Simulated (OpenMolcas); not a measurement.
Predicting a hybrid from its neighbours: B2O2 (diboron dioxide)

The species is B2O2 (4 atoms), meant as a singlet with charge 0. SMILES: `O=BB=O`. Geometry: relaxed at PBE0-D4/def2-TZVP.

The HOMO–LUMO gap y, in eV, basis aug-cc-pVDZ; a is the functional's share of exact exchange. Programs: OpenMolcas 26.06.

```
functional     program     a  y (eV)
    revPBE  OpenMolcas     0    6.15
    r2SCAN  OpenMolcas     0    6.63
     B3LYP  OpenMolcas   0.2       ?
      PBE0  OpenMolcas  0.25    8.55
     BHLYP  OpenMolcas   0.5   10.91
```

Problem. Fit y = c + s·a to the known rows and predict B3LYP.

Solution. 
1. Means of the 4 rows: a = 0.1875, y = 8.060.
2. Σ(Δa)² = 0.17188, Σ(Δa·Δy) = 1.5475, so the slope is 1.5475/0.17188 = 9.0034.
3. Intercept: 8.060 − (9.0034) × 0.1875 = 6.372. The largest residual of the fit is 0.26.
4. B3LYP: 6.372 + (9.0034) × 0.2 = 8.17 eV.

The run gave 8.05 eV, so the prediction is off by +0.12 eV, within the scatter of the fit. Exact exchange lowers occupied levels and raises empty ones. The rows mix families of semi-local functionals, which the line can't see.

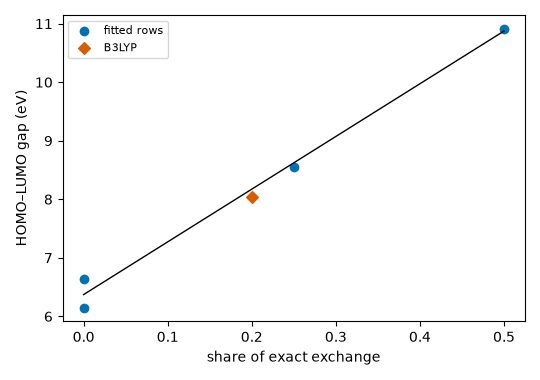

The fitted line, with the withheld row.
